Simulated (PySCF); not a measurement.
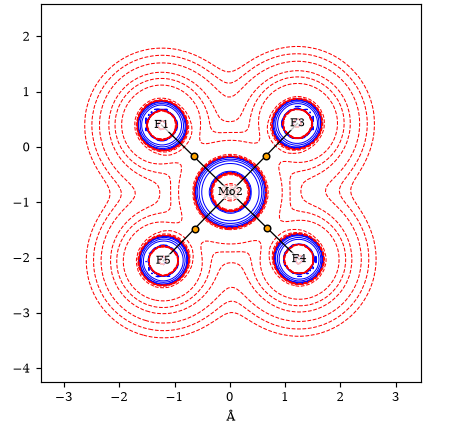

Figure. F6Mo, SMILES `F[Mo](F)(F)(F)(F)F`. Negative Laplacian of the density (−∇²ρ) in the plane of F1, Mo2, F3, F4 and F5 (solid blue lines positive, dashed red lines negative, contours at ±0.02 to ±8 a.u.), with bond paths and bond critical points (dots).

PySCF calculation, PBE/def2-TZVP, gas phase; geometry: GFN2-xTB. Core potentials replace the inner electrons of Mo; spin–orbit coupling isn't included. This is a single-reference result, which may miss multireference character in this system. No frequency check shows the geometry to be a minimum. GFN2-xTB bond lengths at metals and heavier atoms can be off by up to 0.1 Å and shapes distorted, which carries into these values.

Cartesian coordinates (Å):

```
F1       1.0832   -0.6577   -1.1874
Mo2     -0.0000    0.0000   -0.0000
F3      -1.1157    0.4341   -1.2580
F4      -1.0832    0.6577    1.1874
F5       1.1157   -0.4340    1.2581
F6       0.7733    1.5475   -0.1518
F7      -0.7733   -1.5475    0.1517
```

Sort the bonds in the plane by the sign of ∇²ρ at their critical points.

Answer. At none is it concentrated. Depleted (∇²ρ > 0): Mo2–F3, Mo2–F4, F1–Mo2 and Mo2–F5 (+1.10 a.u., H = −0.103). A positive Laplacian with negative H is typical of metal–ligand bonds.
